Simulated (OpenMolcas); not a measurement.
**FNO-MP2/ANO-R1 (sfX2C, RICD fitting, virtual fraction 0.4) run of C2H5I (iodoethane)**

What is the energy change on altering one bond length of C2H5I (iodoethane) at FNO-MP2/ANO-R1 (sfX2C, RICD fitting, virtual fraction 0.4)? 

The calculation is run with OpenMolcas 26.06.

## 1. The structure to begin with

C2H5I: 8 atoms, total charge 0, spin state singlet. As SMILES, `CCI`. The shape is that of a PBE0-D4/def2-TZVP optimisation.

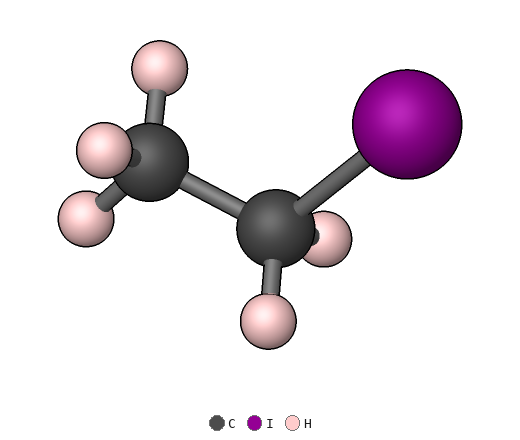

The structure, seen from a chosen angle (carbon dark grey, iodine purple, hydrogen pink).

## 2. The energy at FNO-MP2/ANO-R1 (sfX2C, RICD fitting, virtual fraction 0.4)

Input file coord.xyz:

```xyz
8

C     -0.500190     0.582180    -0.299820
C      0.252650    -0.633920     0.174030
I      2.115470    -0.115950     1.112190
H     -1.438760     0.268350    -0.769010
H      0.074520     1.146430    -1.035610
H     -0.741840     1.250300     0.527990
H      0.528870    -1.300840    -0.639770
H     -0.290720    -1.196550     0.930020
```

Input file job.inp:

```
&GATEWAY
Coord=coord.xyz
Basis=ANO-R1
Group=NoSym
RICD
&SEWARD
&SCF
PrOrbitals=1 1
&MBPT2
FNOMP2=0.4
DoMP2
Frozen=20
```

The run is started by

```
$ export MOLCAS_MEM=1860
$ pymolcas job.inp > job.log
```

The log of the run:

```text
--- Start Module: gateway ---
[...]
--- Stop Module: gateway /rc=_RC_ALL_IS_WELL_ ---
[...]
      Basis functions           96
[...]
--- Start Module: scf ---
[...]
       Convergence after  11 Iterations
[...]
::    Total SCF energy                              -7191.4486929139
[...]
      Total spin, S                                     0.0000000000
[...]
      Total electronic charge=   70.000000
      Total            charge=   -0.000000
[...]
      Dipole Moment (debye):
      Origin of the operator (angstrom)=    1.6904   -0.0973    0.8890
                   X= -1.9081E+00               Y= -3.6670E-01               Z= -9.7188E-01           Total=  2.1726E+00
      Quadrupole Moment (debye*angstrom):
[...]
--- Stop Module: scf /rc=_RC_ALL_IS_WELL_ ---
[...]
--- Start Module: mbpt2 ---
[...]
WARNING!
Default frozen orbitals as non valence orbitals is overwritten by user input.
Default values:  20
[...]
       Reference weight ( Cref**2 )         =        0.86879
::    Total MBPT2 energy                            -7192.0488746018
[...]
--- Stop Module: mbpt2 /rc=_RC_ALL_IS_WELL_ ---
[...]
```

Wall time 14 s (1 thread of Arm Neoverse V1, shared host); peak memory 0.28 GiB.

## 3. The distorted shape

Input file coord.xyz:

```xyz
8

C     -0.137722    -0.419979    -1.541510
C      0.615118    -1.636079    -1.067660
I      2.477938    -1.118109    -0.129500
H     -1.076292    -0.733809    -2.010700
H      0.436988     0.144271    -2.277300
H     -0.741840     1.250300     0.527990
H      0.891338    -2.302999    -1.881460
H      0.071748    -2.198709    -0.311670
```

Input file job.input:

```
&gateway
coord=coord.xyz
basis=ANO-R1
group=NoSym
ricd
&seward
&scf
prorbitals=1 1
&mbpt2
fnomp2=0.4
domp2
frozen=20
```

The run is started by

```
$ export MOLCAS_MEM=1860
$ pymolcas job.input > job.log
```

The log of the run:

```text
--- Start Module: gateway ---
[...]
--- Stop Module: gateway /rc=_RC_ALL_IS_WELL_ ---
[...]
      Basis functions           96
[...]
--- Start Module: scf ---
[...]
       Convergence after  14 Iterations
[...]
::    Total SCF energy                              -7191.2052149405
[...]
      Total spin, S                                     0.0000000000
[...]
      Total electronic charge=   70.000000
      Total            charge=   -0.000000
[...]
      Dipole Moment (debye):
      Origin of the operator (angstrom)=    2.0505   -1.0929   -0.3446
                   X= -3.4757E-01               Y= -2.8473E+00               Z= -3.1979E+00           Total=  4.2959E+00
      Quadrupole Moment (debye*angstrom):
[...]
--- Stop Module: scf /rc=_RC_ALL_IS_WELL_ ---
[...]
--- Start Module: mbpt2 ---
[...]
WARNING!
Default frozen orbitals as non valence orbitals is overwritten by user input.
Default values:  20
[...]
       Reference weight ( Cref**2 )         =        0.82480
::    Total MBPT2 energy                            -7191.8283628176
[...]
--- Stop Module: mbpt2 /rc=_RC_ALL_IS_WELL_ ---
[...]
```

Run time: 15 s. Hardware: 1 thread of Arm Neoverse V1, shared host; peak memory 0.28 GiB.

## 4. Summary of results

Level: FNO-MP2/ANO-R1 (sfX2C, RICD fitting, virtual fraction 0.4), 20 core orbitals frozen.

```
                                                         quantity           value
                                        first shape: total energy  -7192.04887 Eh
                  first shape: dipole moment (mean-field density)          2.17 D
                 first shape: HOMO energy (Hartree–Fock orbitals)        -9.53 eV
                 first shape: LUMO energy (Hartree–Fock orbitals)         2.98 eV
               first shape: HOMO–LUMO gap (Hartree–Fock orbitals)        12.51 eV
        first shape: correlation energy (20 core orbitals frozen)      -600.2 mEh
                                    distorted shape: total energy  -7191.82836 Eh
              distorted shape: dipole moment (mean-field density)          4.30 D
             distorted shape: HOMO energy (Hartree–Fock orbitals)        -8.45 eV
             distorted shape: LUMO energy (Hartree–Fock orbitals)        -0.78 eV
           distorted shape: HOMO–LUMO gap (Hartree–Fock orbitals)         7.66 eV
    distorted shape: correlation energy (20 core orbitals frozen)      -623.1 mEh
energy change with the C1–H6 bond stretched from 1.091 to 2.727 Å        6.000 eV
```

One bond (distorted shape) is far stretched, which a spin-restricted single reference describes badly; perturbation theory on it can break down and give far too much correlation. With the C1–H6 bond stretched from 1.091 to 2.727 Å the energy rises by 6.00 eV (138 kcal/mol). The first shape isn't relaxed at this level, so the change isn't measured from a minimum. A restricted reference can't describe the breaking bond well at this length. Mulliken charges (first shape) of the mean-field density run from -0.21 on C2 to +0.08 on H7; they depend strongly on the basis. Mulliken charges (distorted shape) of the mean-field density run from -0.24 on H6 to +0.11 on H8; they depend strongly on the basis.
